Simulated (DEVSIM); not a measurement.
Structure: W/SiO2/p-GaAs capacitor, at 300 K.

```
layer (left to right)  material  thickness (nm)  Na (cm⁻³)
---------------------  --------  --------------  ---------
1                          SiO2            5.70          -
2                          GaAs             890       1e17
```

Metal gate on the left, work function 4.6 eV. Fixed charge at the semiconductor interface 2.2e10 cm⁻² (in units of +e); interface traps 4.2e10 cm⁻² eV⁻¹, uniform in energy, neutral level at 0.5 of the gap above the valence band.

This is a model device: material constants are rounded textbook-type values typed into the input, and sizes, dopings and lifetimes were drawn at random. Values at 300 K.

| parameter | SiO2 | GaAs |
|---|---|---|
| gap (eV) | 9 | 1.424 |
| affinity (eV) | 0.9 | 4.07 |
| permittivity | 3.9 | 12.9 |
| Nc (cm⁻³) | - | 4.7e17 |
| Nv (cm⁻³) | - | 9e18 |

DEVSIM, 1D Poisson equation in equilibrium, Boltzmann statistics, complete ionisation; no quantum confinement or tunnelling. Metal contacts follow the ideal Schottky-Mott rule: no Fermi-level pinning, no interface dipoles.

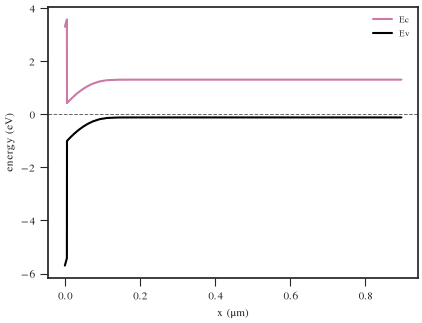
Figure: Band edges at 0.4 V on the gate

Energies count from the Fermi level of the right contact; mesh points crowd at the junctions.

```json
[
 {"x (μm)": "0.000", "Ec (eV)": "3.300", "Ev (eV)": "-5.700", "n (cm⁻³)": "< 1e2", "p (cm⁻³)": "< 1e2", "field (V/cm)": "510000"},
 {"x (μm)": "0.0009133", "Ec (eV)": "3.347", "Ev (eV)": "-5.653", "n (cm⁻³)": "< 1e2", "p (cm⁻³)": "< 1e2", "field (V/cm)": "510000"},
 {"x (μm)": "0.002243", "Ec (eV)": "3.414", "Ev (eV)": "-5.586", "n (cm⁻³)": "< 1e2", "p (cm⁻³)": "< 1e2", "field (V/cm)": "510000"},
 {"x (μm)": "0.003950", "Ec (eV)": "3.501", "Ev (eV)": "-5.499", "n (cm⁻³)": "< 1e2", "p (cm⁻³)": "< 1e2", "field (V/cm)": "510000"},
 {"x (μm)": "0.005414", "Ec (eV)": "3.576", "Ev (eV)": "-5.424", "n (cm⁻³)": "< 1e2", "p (cm⁻³)": "< 1e2", "field (V/cm)": "510000"},
 {"x (μm)": "0.006282", "Ec (eV)": "0.429", "Ev (eV)": "-0.995", "n (cm⁻³)": "2.9e10", "p (cm⁻³)": "170", "field (V/cm)": "150000"},
 {"x (μm)": "0.007969", "Ec (eV)": "0.455", "Ev (eV)": "-0.969", "n (cm⁻³)": "1.1e10", "p (cm⁻³)": "470", "field (V/cm)": "150000"},
 {"x (μm)": "0.01253", "Ec (eV)": "0.523", "Ev (eV)": "-0.901", "n (cm⁻³)": "7.7e8", "p (cm⁻³)": "6600", "field (V/cm)": "150000"},
 {"x (μm)": "0.02025", "Ec (eV)": "0.632", "Ev (eV)": "-0.792", "n (cm⁻³)": "1.2e7", "p (cm⁻³)": "440000", "field (V/cm)": "140000"},
 {"x (μm)": "0.03441", "Ec (eV)": "0.809", "Ev (eV)": "-0.615", "n (cm⁻³)": "12000", "p (cm⁻³)": "4.2e8", "field (V/cm)": "120000"},
 {"x (μm)": "0.06133", "Ec (eV)": "1.068", "Ev (eV)": "-0.356", "n (cm⁻³)": "< 1e2", "p (cm⁻³)": "9.4e12", "field (V/cm)": "77000"},
 {"x (μm)": "0.1413", "Ec (eV)": "1.305", "Ev (eV)": "-0.119", "n (cm⁻³)": "< 1e2", "p (cm⁻³)": "9.0e16", "field (V/cm)": "2000"},
 {"x (μm)": "0.2646", "Ec (eV)": "1.308", "Ev (eV)": "-0.116", "n (cm⁻³)": "< 1e2", "p (cm⁻³)": "1.0e17", "field (V/cm)": "≈ 0"},
 {"x (μm)": "0.4937", "Ec (eV)": "1.308", "Ev (eV)": "-0.116", "n (cm⁻³)": "< 1e2", "p (cm⁻³)": "1.0e17", "field (V/cm)": "≈ 0"},
 {"x (μm)": "0.7295", "Ec (eV)": "1.308", "Ev (eV)": "-0.116", "n (cm⁻³)": "< 1e2", "p (cm⁻³)": "1.0e17", "field (V/cm)": "≈ 0"},
 {"x (μm)": "0.8088", "Ec (eV)": "1.308", "Ev (eV)": "-0.116", "n (cm⁻³)": "< 1e2", "p (cm⁻³)": "1.0e17", "field (V/cm)": "≈ 0"},
 {"x (μm)": "0.8506", "Ec (eV)": "1.308", "Ev (eV)": "-0.116", "n (cm⁻³)": "< 1e2", "p (cm⁻³)": "1.0e17", "field (V/cm)": "≈ 0"},
 {"x (μm)": "0.8725", "Ec (eV)": "1.308", "Ev (eV)": "-0.116", "n (cm⁻³)": "< 1e2", "p (cm⁻³)": "1.0e17", "field (V/cm)": "≈ 0"},
 {"x (μm)": "0.8868", "Ec (eV)": "1.308", "Ev (eV)": "-0.116", "n (cm⁻³)": "< 1e2", "p (cm⁻³)": "1.0e17", "field (V/cm)": "≈ 0"},
 {"x (μm)": "0.8915", "Ec (eV)": "1.308", "Ev (eV)": "-0.116", "n (cm⁻³)": "< 1e2", "p (cm⁻³)": "1.0e17", "field (V/cm)": "≈ 0"},
 {"x (μm)": "0.8941", "Ec (eV)": "1.308", "Ev (eV)": "-0.116", "n (cm⁻³)": "< 1e2", "p (cm⁻³)": "1.0e17", "field (V/cm)": "≈ 0"},
 {"x (μm)": "0.8957", "Ec (eV)": "1.308", "Ev (eV)": "-0.116", "n (cm⁻³)": "< 1e2", "p (cm⁻³)": "1.0e17", "field (V/cm)": "≈ 0"}
]
```
